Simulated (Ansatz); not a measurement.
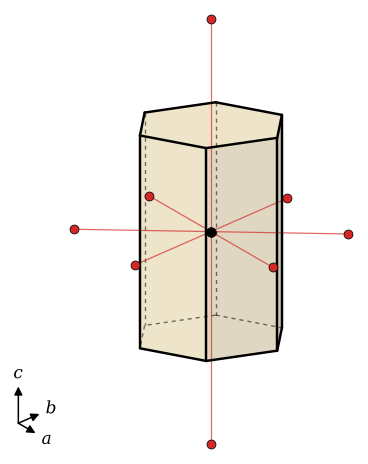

Crystal: Co, the input geometry of an electronic-structure calculation (not necessarily at equilibrium). The Wigner–Seitz cell of the crystal's lattice, with lines to the lattice points that define its faces. All values are computed from the atomic coordinates in the standard setting (tolerance 0.002 Å).

a = 2.454 Å, b = 2.454 Å, c = 3.968 Å, α = 90.00°, β = 90.00°, γ = 120.00°; lattice centring P.

Which of Fedorov's five parallelohedra is it?

A hexagonal prism: 8 faces (6 with 4 edges, 2 with 6 edges), 18 edges, 12 vertices. Its volume is that of the primitive cell, 20.7 Å³.

Which lattice vectors do the faces bisect?

| example | length (Å) | faces | edges of each | area (Å²) |
| --- | --- | --- | --- | --- |
| a + b | 2.45 | 6 | 4 | 5.6 |
| c | 3.97 | 2 | 6 | 5.2 |
